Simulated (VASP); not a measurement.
# 1T-PtSe2 monolayer under biaxial strain, part 4 of 7

Aim: strain 1T-PtSe2 monolayer in both directions of its plane and follow energy, thickness and gap.

VASP 6.6.1, plane waves and PAW; the level of theory is named at each step.

So far, gap on the k-mesh (eV): step 2 (relaxing the monolayer) 1.35; step 5 (strained, atoms relaxed, biaxial strain -0.04) 1.01.

## 7. Strained, atoms relaxed, biaxial strain -0.03

This step: PBE with D3(BJ); plane waves and PAW (Pt, Se) (VASP 6.6.1).

INCAR reads:

```
SYSTEM = PtSe2
PREC = Normal
ENCUT = 350
EDIFF = 1E-06
NELM = 120
ISMEAR = 0
SIGMA = 0.03
LREAL = .FALSE.
ALGO = Fast
GGA = PE
IVDW = 12
NBANDS = 17
LASPH = .TRUE.
LORBIT = 11
LWAVE = .FALSE.
LCHARG = .FALSE.
KPAR = 4
IBRION = 2
NSW = 30
ISIF = 2
EDIFFG = -0.015
POTIM = 0.4
MAXMIX = 40
IDIPOL = 3
LDIPOL = .TRUE.
DIPOL = 0.5 0.5 0.5
```

POSCAR reads:

```
PtSe2
1.0
    3.5917518104      0.0000000000      0.0000000000
   -1.7958759052      3.1105483119      0.0000000000
    0.0000000000      0.0000000000     22.0000000000
Pt Se
1 2
Direct
    0.0000000000      0.0000000000      0.5000000000
    0.3333333333      0.6666666667      0.4396979050
    0.6666666667      0.3333333333      0.5603020950
```

KPOINTS reads:

```
Automatic mesh
0
Gamma
9 9 1
0 0 0
```

PAW data sets: Pt and Se (PBE family, release 64).

Run with:

```sh
$ mpirun -np 4 vasp_std
```

What it wrote:

```text
[... set-up lines as in an earlier step ...]
 entering main loop
       N       E                     dE             d eps       ncg     rms          rms(c)
DAV:   1     0.150220992789E+03    0.15022E+03   -0.61427E+03   408   0.693E+02
DAV:   2    -0.111724787447E+01   -0.15134E+03   -0.14636E+03   657   0.157E+02
DAV:   3    -0.147834232481E+02   -0.13666E+02   -0.13607E+02   525   0.591E+01
DAV:   4    -0.149530529980E+02   -0.16963E+00   -0.16952E+00   556   0.775E+00
[...]
RMM:  24    -0.141038962896E+02   -0.60259E-05   -0.19758E-06   291   0.626E-03    0.133E-02
RMM:  25    -0.141038984637E+02   -0.21741E-05   -0.73688E-07   268   0.504E-03    0.392E-03
RMM:  26    -0.141038992228E+02   -0.75912E-06   -0.15823E-07   236   0.199E-03
   1 F= -.15060206E+02 E0= -.15060206E+02  d E =-.150602E+02
[...]
N       E                     dE             d eps       ncg     rms          rms(c)
DAV:   1    -0.141453710631E+02   -0.41473E-01   -0.18235E+00   413   0.713E+00    0.733E-01
[...]
RMM:  11    -0.141511493889E+02   -0.66194E-06   -0.11059E-06   277   0.561E-03
   2 F= -.15102036E+02 E0= -.15102036E+02  d E =-.418301E-01
 trial-energy change:   -0.041830  1 .order   -0.042048   -0.057136   -0.026959
 step:   1.9769(harm=  1.8934)  dis= 0.06564  next Energy=   -15.115002 (dE=-0.548E-01)
[...]
N       E                     dE             d eps       ncg     rms          rms(c)
DAV:   1    -0.141638702128E+02   -0.12721E-01   -0.17290E+00   409   0.694E+00    0.687E-01
RMM:   2    -0.141683051022E+02   -0.44349E-02   -0.61877E-02   408   0.136E+00    0.180E-01
RMM:   3    -0.141691907159E+02   -0.88561E-03   -0.76926E-03   415   0.518E-01    0.793E-02
RMM:   4    -0.141693041723E+02   -0.11346E-03   -0.14194E-03   417   0.233E-01    0.292E-02
RMM:   5    -0.141693273692E+02   -0.23197E-04   -0.24913E-04   419   0.102E-01    0.289E-02
RMM:   6    -0.141693260605E+02    0.13087E-05   -0.57956E-05   410   0.528E-02    0.128E-02
RMM:   7    -0.141693286805E+02   -0.26199E-05   -0.15906E-05   413   0.267E-02    0.903E-03
RMM:   8    -0.141693290809E+02   -0.40045E-06   -0.47077E-06   348   0.145E-02
   3 F= -.15114792E+02 E0= -.15114792E+02  d E =-.545866E-01
[...]
reached required accuracy - stopping structural energy minimisation
```

Elapsed: 18 s, on 4 MPI ranks of AMD EPYC 7R43, shared host; peak memory 0.66 GiB; 68 s of CPU time.

From OUTCAR (step 7):

```text
 Edisp (eV)   -0.95089

 Edisp (eV)   -0.94546

  Total       2.04971     2.04971    -0.10699    -0.00000     0.00000    -0.00000
  in kB      13.36091    13.36091    -0.69741    -0.00000     0.00000    -0.00000
  external pressure =        8.67 kB  Pullay stress =        0.00 kB

 POSITION                                       TOTAL-FORCE (eV/Angst)
 -----------------------------------------------------------------------------------
     -0.00000      0.00000     11.00000        -0.000000      0.000000      0.000000
     -0.00000      2.07370      9.60771        -0.000000     -0.000000      0.005781
      1.79588      1.03685     12.39229         0.000000      0.000000     -0.005781
 -----------------------------------------------------------------------------------
    total drift:                                0.000000      0.000000      0.000000

  FREE ENERGIE OF THE ION-ELECTRON SYSTEM (eV)
  ---------------------------------------------------
  free  energy   TOTEN  =       -15.1147923750 eV

  energy  without entropy=      -15.1147923750  energy(sigma->0) =      -15.11479237

[... 2 parts as in an earlier step ...]

[... 2 further parts left out ...]
[key lines of the parts left out:]
E-fermi :  -2.4640
```

Step by step:

```csv
step,energy less that of the first step (eV),largest force (eV/Å)
1,0.0000,0.8604
2,-0.0418,0.4060
3,-0.0546,0.0058
```

The atoms that moved most (Å):

```csv
atom,dx,dy,dz,length
Se3,0.000,0.000,0.066,0.066
Se2,0.000,0.000,-0.066,0.066
```

Final coordinates:

```xyz
3
Lattice="3.5918 0.0000 0.0000 -1.7959 3.1105 0.0000 0.0000 0.0000 22.0000" Properties=species:S:1:pos:R:3
Pt    0.0000    0.0000   11.0000
Se    0.0000    2.0737    9.6077
Se    1.7959    1.0368   12.3923
```

The run ended after 3 ionic steps, 0.055 eV below its first step, once the forces on the free atoms met EDIFFG = -0.015.

## 8. Strained, levels with spin-orbit coupling, biaxial strain -0.03

This step: PBE with D3(BJ), spin-orbit coupling; plane waves and PAW (Pt, Se) (VASP 6.6.1).

INCAR reads:

```
SYSTEM = PtSe2
PREC = Normal
ENCUT = 350
EDIFF = 1E-06
NELM = 120
ISMEAR = 0
SIGMA = 0.03
LREAL = .FALSE.
ALGO = Fast
GGA = PE
IVDW = 12
LNONCOLLINEAR = .TRUE.
MAGMOM = 0 0 0 0 0 0 0 0 0
NBANDS = 34
GGA_COMPAT = .FALSE.
LASPH = .TRUE.
LSORBIT = .TRUE.
LMAXMIX = 4
LWAVE = .FALSE.
LCHARG = .FALSE.
KPAR = 4
IDIPOL = 3
LDIPOL = .TRUE.
DIPOL = 0.5 0.5 0.5
LVHAR = .TRUE.
LVACPOTAV = .TRUE.
```

POSCAR reads:

```
PtSe2
1.0
    3.5917518104      0.0000000000      0.0000000000
   -1.7958759052      3.1105483119      0.0000000000
    0.0000000000      0.0000000000     22.0000000000
Pt Se
1 2
Direct
    0.0000000000      0.0000000000      0.5000000000
    0.3333333333      0.6666666667      0.4367141373
    0.6666666667      0.3333333333      0.5632858627
```

KPOINTS is that of step 7.

KPOINTS_OPT reads:

```
Line mode
14
Line-mode
Reciprocal
  0.00000000   0.00000000   0.00000000 GAMMA
  0.50000000   0.00000000   0.00000000 M

  0.50000000   0.00000000   0.00000000 M
  0.33333333   0.33333333   0.00000000 K

  0.33333333   0.33333333   0.00000000 K
  0.00000000   0.00000000   0.00000000 GAMMA
```

Run with:

```sh
$ mpirun -np 4 vasp_ncl
```

What it wrote:

```text
[... set-up lines as in an earlier step ...]
 entering main loop
       N       E                     dE             d eps       ncg     rms          rms(c)
DAV:   1     0.149179304098E+03    0.14918E+03   -0.59612E+03   816   0.700E+02
DAV:   2     0.223003059581E+01   -0.14695E+03   -0.13506E+03  1156   0.164E+02
DAV:   3    -0.150767665272E+02   -0.17307E+02   -0.17066E+02   998   0.642E+01
DAV:   4    -0.154400647602E+02   -0.36330E+00   -0.36221E+00  1042   0.106E+01
[...]
RMM:  20    -0.145688021982E+02   -0.22990E-05   -0.93049E-08   571   0.138E-03    0.677E-04
RMM:  21    -0.145688045360E+02   -0.23378E-05   -0.78827E-08   523   0.116E-03    0.109E-04
RMM:  22    -0.145688049549E+02   -0.41894E-06   -0.29150E-08   448   0.954E-04
 [... a notice as in an earlier step ...]

   1 F= -.15514268E+02 E0= -.15514268E+02  d E =-.126040E-22  mag=     0.0000     0.0000     0.0000
 Start KPOINTS_OPT (optional k-point list driver)
k-point batch [1-12\42]
       N       E                     dE             ncg
DAV:   1    -0.682783530550E+02   -0.24860E+04      824
DAV:   2    -0.177177326439E+04   -0.17035E+04     1138
DAV:   3    -0.200054612244E+04   -0.22877E+03     1070
DAV:   4    -0.200557508802E+04   -0.50290E+01      964
DAV:   5    -0.200568825056E+04   -0.11316E+00     1054
DAV:   6    -0.200569229778E+04   -0.40472E-02     1066
DAV:   7    -0.200569239489E+04   -0.97108E-04     1110
DAV:   8    -0.200569239966E+04   -0.47706E-05      930
DAV:   9    -0.200569239995E+04   -0.28857E-06      694
[...]
k-point batch [37-42\42]
       N       E                     dE             ncg
DAV:   1     0.264646540259E+04   -0.41305E+03      432
DAV:   2     0.185142786020E+04   -0.79504E+03      526
DAV:   3     0.174031836493E+04   -0.11111E+03      526
DAV:   4     0.173699556576E+04   -0.33228E+01      510
DAV:   5     0.173691364867E+04   -0.81917E-01      544
DAV:   6     0.173691055857E+04   -0.30901E-02      552
DAV:   7     0.173691050795E+04   -0.50627E-04      592
DAV:   8     0.173691050541E+04   -0.25318E-05      480
DAV:   9     0.173691050529E+04   -0.12911E-06      376
```

Wall time 63 s (4 MPI ranks); peak memory 1.5 GiB.

OUTCAR, selected parts (step 8):

```text
 Edisp (eV)   -0.94546

  Total       2.11676     2.11676    -0.02874     0.00000     0.00000    -0.00000
  in kB      13.79802    13.79802    -0.18732     0.00000     0.00000    -0.00000
  external pressure =        9.14 kB  Pullay stress =        0.00 kB

 POSITION                                       TOTAL-FORCE (eV/Angst)
 -----------------------------------------------------------------------------------
      0.00000      0.00000     11.00000         0.000000      0.000000      0.000000
     -0.00000      2.07370      9.60771        -0.000000     -0.000000     -0.022611
      1.79588      1.03685     12.39229         0.000000      0.000000      0.022611
 -----------------------------------------------------------------------------------
    total drift:                                0.000000      0.000000     -0.000000

  FREE ENERGIE OF THE ION-ELECTRON SYSTEM (eV)
  ---------------------------------------------------
  free  energy   TOTEN  =       -15.5142682489 eV

  energy  without entropy=      -15.5142682489  energy(sigma->0) =      -15.51426825

[... 2 parts as in an earlier step ...]

[... 1 further part left out ...]
[key lines of the parts left out:]
E-fermi :  -2.2212
```

## 9. Strained, atoms relaxed, biaxial strain -0.02

This step: PBE with D3(BJ); plane waves and PAW (Pt, Se) (VASP 6.6.1).

INCAR reads:

```
SYSTEM = PtSe2
PREC = Normal
ENCUT = 350
EDIFF = 1E-06
NELM = 120
ISMEAR = 0
SIGMA = 0.03
LREAL = .FALSE.
ALGO = Fast
GGA = PE
IVDW = 12
NBANDS = 17
LASPH = .TRUE.
LORBIT = 11
LWAVE = .FALSE.
LCHARG = .FALSE.
KPAR = 4
IBRION = 2
NSW = 30
ISIF = 2
EDIFFG = -0.015
POTIM = 0.4
MAXMIX = 40
IDIPOL = 3
LDIPOL = .TRUE.
DIPOL = 0.5 0.5 0.5
```

POSCAR reads:

```
PtSe2
1.0
    3.6287801795      0.0000000000      0.0000000000
   -1.8143900898      3.1426158203      0.0000000000
    0.0000000000      0.0000000000     22.0000000000
Pt Se
1 2
Direct
    0.0000000000      0.0000000000      0.5000000000
    0.3333333333      0.6666666667      0.4396979050
    0.6666666667      0.3333333333      0.5603020950
```

KPOINTS is that of step 8.

Run with:

```sh
$ mpirun -np 4 vasp_std
```

What it wrote:

```text
[... set-up lines as in an earlier step ...]
 entering main loop
       N       E                     dE             d eps       ncg     rms          rms(c)
DAV:   1     0.145124768156E+03    0.14512E+03   -0.61322E+03   408   0.698E+02
DAV:   2    -0.726350647499E+00   -0.14585E+03   -0.13900E+03   577   0.153E+02
DAV:   3    -0.147634612918E+02   -0.14037E+02   -0.13701E+02   499   0.593E+01
DAV:   4    -0.150396535759E+02   -0.27619E+00   -0.27540E+00   548   0.886E+00
[...]
RMM:  24    -0.141922467705E+02   -0.13893E-04   -0.15742E-06   283   0.795E-03    0.102E-02
RMM:  25    -0.141922560461E+02   -0.92756E-05   -0.65524E-07   276   0.388E-03    0.625E-03
RMM:  26    -0.141922570393E+02   -0.99324E-06   -0.70443E-07   264   0.490E-03
   1 F= -.15128669E+02 E0= -.15128669E+02  d E =-.151287E+02
[...]
N       E                     dE             d eps       ncg     rms          rms(c)
DAV:   1    -0.142104215862E+02   -0.18166E-01   -0.73469E-01   415   0.451E+00    0.454E-01
[...]
RMM:  10    -0.142127739729E+02   -0.11417E-05   -0.24629E-07   259   0.313E-03    0.325E-03
RMM:  11    -0.142127743825E+02   -0.40959E-06   -0.66764E-08   204   0.185E-03
   2 F= -.15145840E+02 E0= -.15145840E+02  d E =-.171707E-01
 trial-energy change:   -0.017171  1 .order   -0.017243   -0.023011   -0.011475
 step:   2.0795(harm=  1.9947)  dis= 0.04382  next Energy=   -15.151942 (dE=-0.233E-01)
[...]
N       E                     dE             d eps       ncg     rms          rms(c)
DAV:   1    -0.142196598947E+02   -0.68859E-02   -0.85238E-01   414   0.486E+00    0.473E-01
RMM:   2    -0.142217881842E+02   -0.21283E-02   -0.29026E-02   408   0.936E-01    0.552E-02
RMM:   3    -0.142222067357E+02   -0.41855E-03   -0.37748E-03   414   0.359E-01    0.279E-02
RMM:   4    -0.142222857665E+02   -0.79031E-04   -0.68525E-04   416   0.158E-01    0.208E-02
RMM:   5    -0.142222917929E+02   -0.60264E-05   -0.14882E-04   416   0.758E-02    0.115E-02
RMM:   6    -0.142222957507E+02   -0.39579E-05   -0.29002E-05   419   0.356E-02    0.469E-03
RMM:   7    -0.142222961778E+02   -0.42704E-06   -0.71925E-06   384   0.181E-02
   3 F= -.15151689E+02 E0= -.15151689E+02  d E =-.230199E-01
[...]
reached required accuracy - stopping structural energy minimisation
```

It took 21 s on 4 MPI ranks; peak memory 0.73 GiB.

From OUTCAR (step 9):

```text
 Edisp (eV)   -0.93307

 Edisp (eV)   -0.92939

  Total       1.33972     1.33972    -0.13149    -0.00000     0.00000    -0.00000
  in kB       8.55559     8.55559    -0.83968    -0.00000     0.00000    -0.00000
  external pressure =        5.42 kB  Pullay stress =        0.00 kB

 POSITION                                       TOTAL-FORCE (eV/Angst)
 -----------------------------------------------------------------------------------
      0.00000      0.00000     11.00000        -0.000000      0.000000      0.000000
     -0.00000      2.09508      9.62953        -0.000000     -0.000000      0.010255
      1.81439      1.04754     12.37047         0.000000      0.000000     -0.010255
 -----------------------------------------------------------------------------------
    total drift:                               -0.000000      0.000000      0.000000

  FREE ENERGIE OF THE ION-ELECTRON SYSTEM (eV)
  ---------------------------------------------------
  free  energy   TOTEN  =       -15.1516889450 eV

  energy  without entropy=      -15.1516889450  energy(sigma->0) =      -15.15168894

[... 2 parts as in an earlier step ...]

[... 2 further parts left out ...]
[key lines of the parts left out:]
E-fermi :  -2.6165
```

Step by step:

```csv
step,energy less that of the first step (eV),largest force (eV/Å)
1,0.0000,0.5460
2,-0.0172,0.2723
3,-0.0230,0.0103
```

The atoms that moved most (Å):

```csv
atom,dx,dy,dz,length
Se3,0.000,0.000,0.044,0.044
Se2,0.000,0.000,-0.044,0.044
```

The relaxed structure:

```xyz
3
Lattice="3.6288 0.0000 0.0000 -1.8144 3.1426 0.0000 0.0000 0.0000 22.0000" Properties=species:S:1:pos:R:3
Pt    0.0000    0.0000   11.0000
Se    0.0000    2.0951    9.6295
Se    1.8144    1.0475   12.3705
```

The run ended after 3 ionic steps, 0.023 eV below its first step, once the forces on the free atoms met EDIFFG = -0.015.

## 10. Strained, levels with spin-orbit coupling, biaxial strain -0.02

This step: PBE with D3(BJ), spin-orbit coupling; plane waves and PAW (Pt, Se) (VASP 6.6.1).

INCAR reads:

```
SYSTEM = PtSe2
PREC = Normal
ENCUT = 350
EDIFF = 1E-06
NELM = 120
ISMEAR = 0
SIGMA = 0.03
LREAL = .FALSE.
ALGO = Fast
GGA = PE
IVDW = 12
LNONCOLLINEAR = .TRUE.
MAGMOM = 0 0 0 0 0 0 0 0 0
NBANDS = 34
GGA_COMPAT = .FALSE.
LASPH = .TRUE.
LSORBIT = .TRUE.
LMAXMIX = 4
LWAVE = .FALSE.
LCHARG = .FALSE.
KPAR = 4
IDIPOL = 3
LDIPOL = .TRUE.
DIPOL = 0.5 0.5 0.5
LVHAR = .TRUE.
LVACPOTAV = .TRUE.
```

POSCAR reads:

```
PtSe2
1.0
    3.6287801795      0.0000000000      0.0000000000
   -1.8143900898      3.1426158203      0.0000000000
    0.0000000000      0.0000000000     22.0000000000
Pt Se
1 2
Direct
    0.0000000000      0.0000000000      0.5000000000
    0.3333333333      0.6666666667      0.4377060991
    0.6666666667      0.3333333333      0.5622939009
```

KPOINTS is that of step 9.

KPOINTS_OPT is that of step 8.

Run with:

```sh
$ mpirun -np 4 vasp_ncl
```

What it wrote:

```text
[... set-up lines as in an earlier step ...]
 entering main loop
       N       E                     dE             d eps       ncg     rms          rms(c)
DAV:   1     0.150079038792E+03    0.15008E+03   -0.59538E+03   816   0.702E+02
DAV:   2     0.250162002935E+01   -0.14758E+03   -0.13609E+03  1178   0.162E+02
DAV:   3    -0.151306719484E+02   -0.17632E+02   -0.17376E+02  1032   0.645E+01
DAV:   4    -0.154976848683E+02   -0.36701E+00   -0.36542E+00  1048   0.105E+01
[...]
RMM:  20    -0.146218313968E+02   -0.24583E-05   -0.99760E-08   571   0.139E-03    0.606E-04
RMM:  21    -0.146218336299E+02   -0.22331E-05   -0.75230E-08   505   0.113E-03    0.940E-05
RMM:  22    -0.146218341410E+02   -0.51111E-06   -0.33896E-08   456   0.997E-04
 [... a notice as in an earlier step ...]

   1 F= -.15551227E+02 E0= -.15551227E+02  d E =-.236167E-22  mag=     0.0000    -0.0000     0.0000
 Start KPOINTS_OPT (optional k-point list driver)
k-point batch [1-12\42]
       N       E                     dE             ncg
DAV:   1    -0.111243337120E+03   -0.25420E+04      832
DAV:   2    -0.179049161952E+04   -0.16792E+04     1156
DAV:   3    -0.201317530147E+04   -0.22268E+03     1036
DAV:   4    -0.201817243633E+04   -0.49971E+01     1000
DAV:   5    -0.201827700610E+04   -0.10457E+00     1044
DAV:   6    -0.201828010120E+04   -0.30951E-02     1134
DAV:   7    -0.201828015407E+04   -0.52866E-04     1090
DAV:   8    -0.201828015642E+04   -0.23518E-05      936
DAV:   9    -0.201828015654E+04   -0.11925E-06      704
[...]
k-point batch [37-42\42]
       N       E                     dE             ncg
DAV:   1     0.265096760699E+04   -0.37651E+03      424
DAV:   2     0.183526747825E+04   -0.81570E+03      530
DAV:   3     0.171655004314E+04   -0.11872E+03      534
DAV:   4     0.171378672314E+04   -0.27633E+01      512
DAV:   5     0.171371842341E+04   -0.68300E-01      534
DAV:   6     0.171371620054E+04   -0.22229E-02      564
DAV:   7     0.171371614483E+04   -0.55709E-04      596
DAV:   8     0.171371614210E+04   -0.27385E-05      524
DAV:   9     0.171371614196E+04   -0.13551E-06      398
```

Elapsed: 80 s, on 4 MPI ranks; peak memory 1.7 GiB; 5.3 min of CPU time.

From OUTCAR (step 10):

```text
 Edisp (eV)   -0.92939

  Total       1.41660     1.41660    -0.03612    -0.00000     0.00000     0.00000
  in kB       9.04654     9.04654    -0.23066    -0.00000     0.00000     0.00000
  external pressure =        5.95 kB  Pullay stress =        0.00 kB

 POSITION                                       TOTAL-FORCE (eV/Angst)
 -----------------------------------------------------------------------------------
      0.00000      0.00000     11.00000        -0.000000      0.000000     -0.000000
     -0.00000      2.09508      9.62953         0.000000     -0.000000     -0.019019
      1.81439      1.04754     12.37047        -0.000000      0.000000      0.019019
 -----------------------------------------------------------------------------------
    total drift:                                0.000000      0.000000      0.000000

  FREE ENERGIE OF THE ION-ELECTRON SYSTEM (eV)
  ---------------------------------------------------
  free  energy   TOTEN  =       -15.5512269081 eV

  energy  without entropy=      -15.5512269081  energy(sigma->0) =      -15.55122691

[... 2 parts as in an earlier step ...]

[... 1 further part left out ...]
[key lines of the parts left out:]
E-fermi :  -2.3747
```

On-site spin-orbit energy by atom:

```csv
atom,on-site spin-orbit energy (eV)
Pt1,-0.741
Se2,-0.028
Se3,-0.028
```

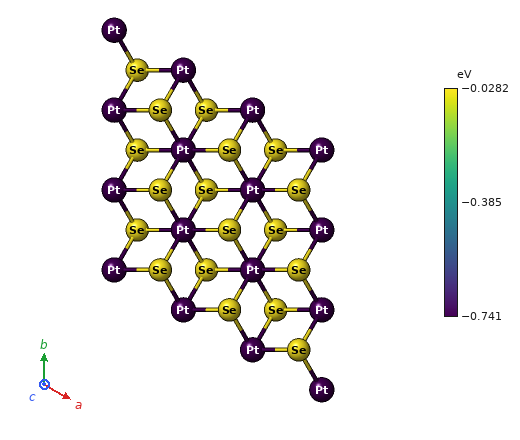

Atoms coloured by on-site spin-orbit energy. 3×3×1 cells are drawn. Some periodic images of atoms are drawn too.

(Part 4 of 7 ends here.)

[Lines on the potential files, build, host, timing and source positions are cut from VASP's logs without a mark.]

[Logs are printed without paths, hosts, clocks, repeated set-up lines and the standing remarks that a program may print on its own settings, such as how far it seeks lower states.]

[Hosts, paths, dates, database ids (printed as entryN), source tags and the programs' standing remarks are cut or masked in the printed files.]

[Runs that stopped without an error message from VASP are left out.]
